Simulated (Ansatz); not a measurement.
**Frequency calculation, with input and output: SnH5OF**

SnH5OF, computed with RKS B3LYP-D4/def2-SVP (Ansatz 0.2.0).

It belongs to a series of runs on one base structure; here: vibrations at the highest image of the band. Figures and captions count atoms from 1; the log counts them from 0 in places.

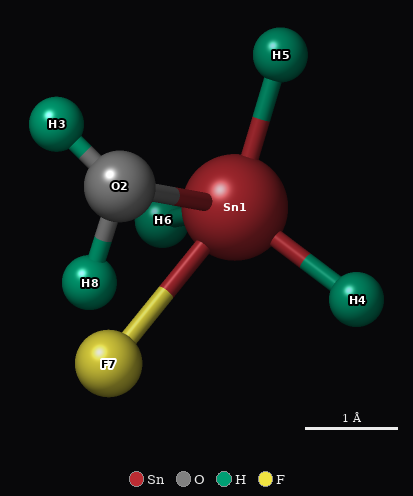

**Figure 1.** The structure (ball-and-stick view, seen at a tilt; atoms are numbered from 1 in the order of the input). Sticks mark near contacts. Bond lengths as drawn: F–Sn 2.28 Å, H–O 0.97 to 1.15 Å, H–Sn 1.71 to 1.74 Å and O–Sn 2.19 Å.

Input file
```yaml
crystal:
  periodic: [false, false, false]
  atoms:
    - { symbol: Sn, position_ang: [0.063183, -0.139415, -0.115961] }
    - { symbol: O, position_ang: [0.132, -0.084195, 2.074997] }
    - { symbol: H, position_ang: [-0.711311, -0.120793, 2.547925] }
    - { symbol: H, position_ang: [1.606149, 0.257323, -0.7283] }
    - { symbol: H, position_ang: [-0.924087, 1.294312, -0.114537] }
    - { symbol: H, position_ang: [-0.872239, -1.373889, -0.850372] }
    - { symbol: F, position_ang: [1.042588, -1.850531, 1.031357] }
    - { symbol: H, position_ang: [0.628317, -1.10741, 1.879191] }
basis:
  gaussian: { orbitals: def2-SVP }
hamiltonian:
  xc: b3lyp
  dispersion: d4
phonons: {}
```

Run as:
```bash
ansatz run input.yaml --threads 2 --pin off --max-ram 3072MiB --backend cpu --events-out ev --progress --plain --runs-dir out
```

What the program printed
```
Engine: ansatz 0.2.0, aarch64-unknown-linux-gnu
Functional definition: B3LYP
  parameter a0 = 0.2
  parameter ax = 0.72
  parameter ac = 0.81
  exchange = (1 - a0 - ax)*slater_x + ax*b88_x + a0*exact_x
  correlation = (1 - ac)*vwn_rpa_c + ac*lyp_c
921 factors; integrals over basis functions are off by at most 3.5e-4 eV
mean field evaluation 1: about -10669.5113 eV, gradient 5.5e1 eV
mean field evaluation 2: about -10659.3599 eV, gradient 9.2e1 eV
mean field evaluation 4: about -10674.4533 eV, gradient 6.1e0 eV
mean field evaluation 8: about -10674.5320 eV, gradient 3.8e-2 eV
mean field -10674.53204483 eV, -392.2818171898 hartree, gradient 4.4e-5 eV, S^2 0.000000; 0 other end points of the search recorded, 0 dependent functions left out
the calculation of the forces begins
reference -10674.53228842 eV, -392.2818261414 hartree; 22, 22 occupied and 57, 57 virtual orbitals, 921 factors
these checks for a lower state are left out or cut short: stability, starts, cluster_reference, orbital_swaps, neighbouring_geometries, increment
921 factors; integrals over basis functions are off by at most 3.5e-4 eV
mean field evaluation 16: about -10674.5319 eV, gradient 2.1e-1 eV
mean field -10674.53196513 eV, -392.2818142608 hartree, gradient 2.0e-6 eV, S^2 0.000000; 0 other end points of the search recorded, 0 dependent functions left out
[... from here on the field's lines of each further geometry are left out, up to the last ...]
the calculation of the forces begins
reference -10674.53226183 eV, -392.2818251646 hartree; 22, 22 occupied and 57, 57 virtual orbitals, 921 factors
these checks for a lower state are left out or cut short: stability, starts, cluster_reference, orbital_swaps, neighbouring_geometries, increment
921 factors; integrals over basis functions are off by at most 3.5e-4 eV
mean field -10674.53202418 eV, -392.2818164311 hartree, gradient 6.0e-7 eV, S^2 0.000000; 0 other end points of the search recorded, 0 dependent functions left out
the calculation of the forces begins
reference -10674.53226774 eV, -392.2818253818 hartree; 22, 22 occupied and 57, 57 virtual orbitals, 921 factors
WARN: phonons: modes at or below zero, which the zero-point energy, F, S and C_V leave out: 1, the lowest at -468.23 cm⁻¹. A minimum has none, and a first-order saddle one
Total energy: -10674.71943361 eV, -392.2887036004 hartree
Atom 0 at     0.063183    -0.139415    -0.115961 Å, force     0.000119    -0.000283     0.000132 eV/Å
Atom 1 at     0.132000    -0.084195     2.074997 Å, force    -0.000133    -0.000345     0.000131 eV/Å
Atom 2 at    -0.711311    -0.120793     2.547925 Å, force    -0.000036     0.000166    -0.000059 eV/Å
Atom 3 at     1.606149     0.257323    -0.728300 Å, force    -0.000015     0.000024    -0.000140 eV/Å
Atom 4 at    -0.924087     1.294312    -0.114537 Å, force    -0.000010     0.000147    -0.000017 eV/Å
Atom 5 at    -0.872239    -1.373889    -0.850372 Å, force    -0.000080     0.000062    -0.000061 eV/Å
Atom 6 at     1.042588    -1.850531     1.031357 Å, force     0.000030     0.000206     0.000107 eV/Å
Atom 7 at     0.628317    -1.107410     1.879191 Å, force     0.000125     0.000022    -0.000093 eV/Å
Dipole moment:    -0.427146     0.238657     0.015766 e Å
Vibrations: -468.23 141.51 357.04 458.61 503.11 540.22 625.31 677.15 686.39 743.87 778.57 985.70 1351.56 1831.96 1835.91 1915.53 1954.90 3829.89 cm⁻¹, zero-point energy 1.191316 eV
```

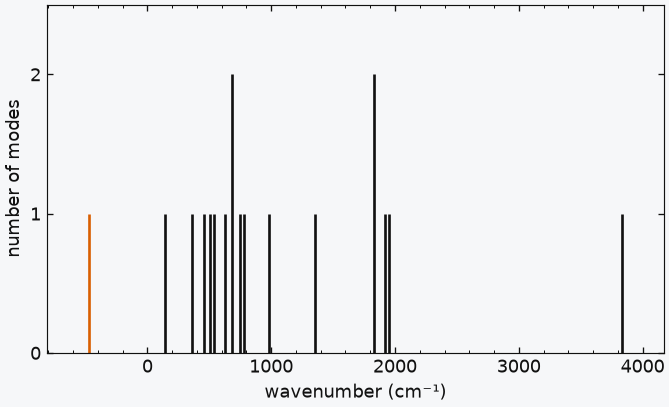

**Figure 2.** Harmonic vibrational wavenumbers from the force constants; neighbouring modes closer than 20 cm⁻¹ are counted in one stick, and imaginary ones are drawn at negative wavenumbers. 18 modes from 468i to 3830 cm⁻¹, 1 imaginary beyond 8i (468i cm⁻¹): a first-order saddle point, if the geometry is stationary.

Key numbers

```csv
quantity,value
outcome,converged
total energy,−10674.7194 eV
mean-field energy,−10674.5323 eV
largest force (length of the vector),under 0.001 eV/Å
hardware,"2 threads of Arm Neoverse V2, 24 GiB of memory available, shared host"
wall time,53 s (CPU time 97 s)
peak memory,0.16 GiB
```
